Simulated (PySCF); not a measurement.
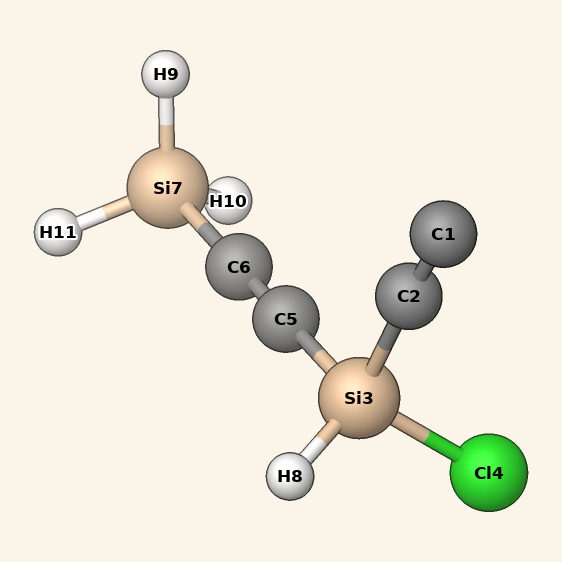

The species is neutral and a spin doublet. The geometry was computed by an optimisation with GFN2-xTB. No frequency run is at hand to confirm it as a minimum. Method: UKS B3LYP, pcH-1 on C Cl H Si, non-relativistic (PySCF 2.14.0). Fermi-contact and spin-dipolar terms alone, no spin-orbit part.

Which nucleus has the largest dipolar (anisotropic) hyperfine coupling?

13C at C1: principal values −56.5, −56.2, 112.8 MHz.

List the isotropic and dipolar parts for the most strongly coupled nuclei, one of each equivalent set.

| atom | isotope | a_iso (MHz) | dipolar part (MHz) |
| --- | --- | --- | --- |
| C1 | 13C | 936.4 | −56.5, −56.2, 112.8 |
| C2 | 13C | 138.7 | −28.5, −28.3, 56.8 |
| Si3 | 29Si | −20.2 | −8.2, 4.0, 4.2 |
| H8 | 1H | 0.9 | −1.0, −0.7, 1.8 |
| Cl4 | 35Cl | −1.2 | −1.0, −0.4, 1.4 |
| C6 | 13C | 0.4 | −0.7, −0.2, 0.9 |
| C5 | 13C | −0.8 | −0.5, −0.3, 0.8 |
| H9 | 1H | 0.6 | −0.3, −0.2, 0.5 |

The geometry is semi-empirical. Around Si such bond lengths and angles can be off by a tenth of an ångström or more and by several degrees, and values that hang on the shape move with them.
